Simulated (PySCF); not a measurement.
**One shape, several levels: doublet [SiH2O2]+**

Wanted: a comparison of 6 runs (U-r2SCAN/aug-cc-pVDZ, U-revPBE/aug-cc-pVDZ, UBLYP/aug-cc-pVDZ, UM06-2X/aug-cc-pVDZ, USVWN5/aug-cc-pVDZ, UTPSS/aug-cc-pVDZ) of doublet [SiH2O2]+. The job is set up through a Python script.

The calculation is run with PySCF 2.14.0.

3 further runs of the same task are left out: 3 set aside as unsound or not needed. Runs told in other sessions of the task aren't counted.

## 1. The molecule

[SiH2O2]+: 5 atoms, total charge +1, spin state doublet. As SMILES of the parent species, `O[Si]O`. The shape is that of a PBE0-D4/def2-TZVP optimisation. This is one conformer, not always the lowest. That shape belongs to the parent species and isn't relaxed for this state.

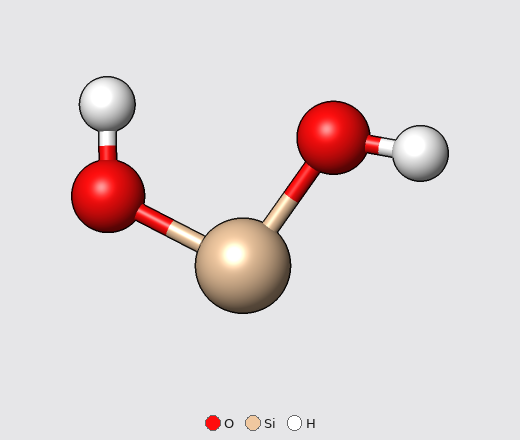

The structure, seen from a chosen angle (oxygen red, silicon light orange, hydrogen white).

## 2. A single-point energy at U-r2SCAN/aug-cc-pVDZ (run 1)

start.xyz

```xyz
5
H2O2Si
O     -1.443200    -0.105600    -0.275000
Si    -0.212000    -0.791300     0.567700
O      1.036000     0.187500     0.068600
H     -1.231900     0.648900    -0.836100
H      1.901100    -0.013100     0.433400
```

run.py

```python
from pyscf import gto, dft

mol = gto.M(
    atom='start.xyz',
    charge=1,
    verbose=3,
    max_memory=1860,
    basis='aug-cc-pvdz',
    spin=1,
)

mf = dft.UKS(mol)
mf.xc = 'r2scan'
mf.conv_tol = 1e-10
mf.grids.level = 5
mf.kernel()
if not mf.converged:
    mf = mf.newton().run(mf.mo_coeff, mf.mo_occ)

e_final = mf.e_tot
print('Final energy', e_final)
```

On the command line:

```
OMP_NUM_THREADS=1 python run.py
```

Output:

```text
<dir> SyntaxWarning: invalid escape sequence '\W'
  S = {(paw_set(r)[0], bool(re.search(r"spin_orbit\W+true|paw_fr", str((r.get("files") or {}).get("input") or "")) or re.search("(?i)spin.orbit\W+(value\W+)?(true|yes)|value\W+spin-orbit", json.dumps(r.get("inputs"), default=str)))) for r in records}

WARN: HOMO -0.265336157682965 >= LUMO -0.265336157682967

converged SCF energy = -440.775975246945  <S^2> = 0.75598758  2S+1 = 2.0059786
Final energy -440.7759752469451
```

Run time: 60 s. Hardware: 1 thread of Arm Neoverse V2, shared host; peak memory 0.51 GiB.

## 3. A single-point energy at U-revPBE/aug-cc-pVDZ (run 2)

calc.py

```python
from pyscf import gto, dft

mol = gto.M(
    atom=[
    ('O', (-1.443200, -0.105600, -0.275000)),
    ('Si', (-0.212000, -0.791300, 0.567700)),
    ('O', (1.036000, 0.187500, 0.068600)),
    ('H', (-1.231900, 0.648900, -0.836100)),
    ('H', (1.901100, -0.013100, 0.433400)),
],
    basis='aug-cc-pvdz',
    spin=1,
    charge=1,
    max_memory=1860,
    verbose=3,
)

myscf = dft.UKS(mol)
myscf.xc = 'revpbe'
myscf.grids.level = 5
myscf.conv_tol = 1e-10
myscf.kernel()
if not myscf.converged:
    myscf = myscf.newton().run(myscf.mo_coeff, myscf.mo_occ)

e_final = myscf.e_tot
print('E = %.10f Eh' % e_final)
```

On the command line:

```
OMP_NUM_THREADS=1 python calc.py
```

Output:

```text
<dir> SyntaxWarning: invalid escape sequence '\W'
  S = {(paw_set(r)[0], bool(re.search(r"spin_orbit\W+true|paw_fr", str((r.get("files") or {}).get("input") or "")) or re.search("(?i)spin.orbit\W+(value\W+)?(true|yes)|value\W+spin-orbit", json.dumps(r.get("inputs"), default=str)))) for r in records}

converged SCF energy = -440.769691010236  <S^2> = 0.75372304  2S+1 = 2.0037196
E = -440.7696910102 Eh
```

It took 25 s on 1 thread of Arm Neoverse V2, shared host; peak memory 0.46 GiB.

Runs 3 to 4 aren't shown in full; the table further down has their settings and results.

## 4. A single-point energy at USVWN5/aug-cc-pVDZ (run 5)

input.py

```python
from pyscf import gto, dft

mol = gto.M(
    atom='''
O     -1.443200    -0.105600    -0.275000
Si    -0.212000    -0.791300     0.567700
O      1.036000     0.187500     0.068600
H     -1.231900     0.648900    -0.836100
H      1.901100    -0.013100     0.433400
''',
    charge=1,
    max_memory=1860,
    verbose=3,
    basis='aug-cc-pvdz',
    spin=1,
)

myscf = dft.UKS(mol)
myscf.xc = 'svwn'
myscf.conv_tol = 1e-10
myscf.grids.level = 5
myscf.kernel()
if not myscf.converged:
    myscf = myscf.newton().run(myscf.mo_coeff, myscf.mo_occ)

etot = myscf.e_tot
print('Final energy', etot)
```

On the command line:

```
OMP_NUM_THREADS=1 python input.py
```

Output:

```text
<dir> SyntaxWarning: invalid escape sequence '\W'
  S = {(paw_set(r)[0], bool(re.search(r"spin_orbit\W+true|paw_fr", str((r.get("files") or {}).get("input") or "")) or re.search("(?i)spin.orbit\W+(value\W+)?(true|yes)|value\W+spin-orbit", json.dumps(r.get("inputs"), default=str)))) for r in records}

converged SCF energy = -438.63943018358  <S^2> = 0.75191466  2S+1 = 2.0019137
Final energy -438.6394301835803
```

Run time: 15 s. Hardware: 1 thread of Arm Neoverse V2, shared host; peak memory 0.31 GiB.

## 5. The energy at UTPSS/aug-cc-pVDZ (run 6)

calc.py

```python
from pyscf import gto, dft

molecule = gto.M(
    atom='''
O   -1.443200  -0.105600  -0.275000
Si  -0.212000  -0.791300   0.567700
O    1.036000   0.187500   0.068600
H   -1.231900   0.648900  -0.836100
H    1.901100  -0.013100   0.433400
''',
    basis='aug-cc-pvdz',
    spin=1,
    max_memory=1860,
    charge=1,
    verbose=3,
)

ks = dft.UKS(molecule)
ks.xc = 'tpss'
ks.conv_tol = 1e-10
ks.grids.level = 5
ks.kernel()
if not ks.converged:
    ks = ks.newton().run(ks.mo_coeff, ks.mo_occ)

energy = ks.e_tot
print(f'total energy: {energy:.8f} hartree')
```

On the command line:

```
OMP_NUM_THREADS=1 python calc.py
```

Output:

```text
<dir> SyntaxWarning: invalid escape sequence '\W'
  S = {(paw_set(r)[0], bool(re.search(r"spin_orbit\W+true|paw_fr", str((r.get("files") or {}).get("input") or "")) or re.search("(?i)spin.orbit\W+(value\W+)?(true|yes)|value\W+spin-orbit", json.dumps(r.get("inputs"), default=str)))) for r in records}

converged SCF energy = -440.910266391029  <S^2> = 0.75416463  2S+1 = 2.0041603
total energy: -440.91026639 hartree
```

Wall time 59 s (1 thread of Arm Neoverse V2, shared host); peak memory 0.51 GiB.

## 6. The series

| run | level | energy (Eh) | HOMO energy (eV) | LUMO energy (eV) | ⟨S²⟩ | wall time |
| --- | --- | --- | --- | --- | --- | --- |
| 1 | U-r2SCAN/aug-cc-pVDZ | -440.775975 | -15.00 | -12.31 | 0.756 | 60 s |
| 2 | U-revPBE/aug-cc-pVDZ | -440.769691 | -14.55 | -12.67 | 0.754 | 25 s |
| 3 | UBLYP/aug-cc-pVDZ | -440.857987 | -14.39 | -12.89 | 0.752 | 23 s |
| 4 | UM06-2X/aug-cc-pVDZ | -440.799415 | -17.15 | -11.57 | 0.754 | 58 s |
| 5 | USVWN5/aug-cc-pVDZ | -438.639430 | -14.56 | -13.20 | 0.752 | 15 s |
| 6 | UTPSS/aug-cc-pVDZ | -440.910266 | -14.73 | -12.71 | 0.754 | 59 s |

## 7. Summary of results

| quantity | value |
| --- | --- |
| run 6: total energy | -440.91027 Eh |
| run 6: HOMO energy (highest over α and β) | -14.73 eV |
| run 6: LUMO energy (lowest over α and β) | -12.71 eV |
| run 6: ⟨S²⟩ | 0.754 |

**Reading.** Totals of different functionals can't be ranked against each other. All runs together took 4 min, the longest 60 s.
